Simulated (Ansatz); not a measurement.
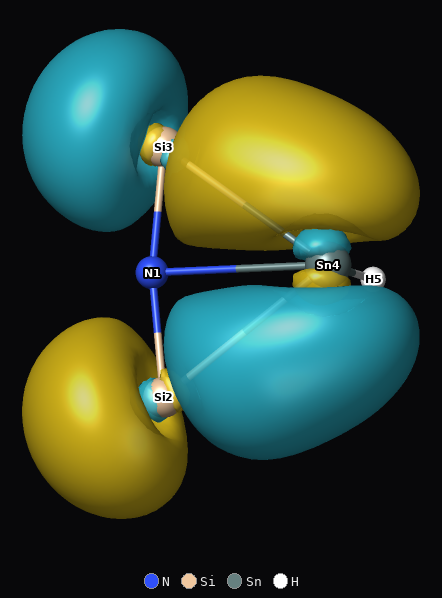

*HNSi$_{2}$Sn. The HOMO at ±0.08 Å⁻³ᐟ² (yellow and cyan are the two phases), seen at a tilt.*

Geometry: B3LYP-D3(BJ)/def2-SVP; core potentials replace the inner electrons of Sn.

Computed with isolated molecule in a Gaussian basis; Kohn-Sham density functional theory, functional PBE0 (Ansatz).

```xyz
5

N     0.7216   -0.3170    0.9975
Si   -0.5321   -0.3839   -0.1051
Si    1.7332   -0.2665    2.3266
Sn   -1.0993   -0.5050    2.7031
H    -0.9001   -2.2901    2.6048
```

Q: Where does this orbital lie, and at what energy?

A: By Hirshfeld shares it lies mainly on Sn4 (about 35 %), Si2 (about 30 %) and Si3 (about 30 %). Its energy is −5.64 eV.
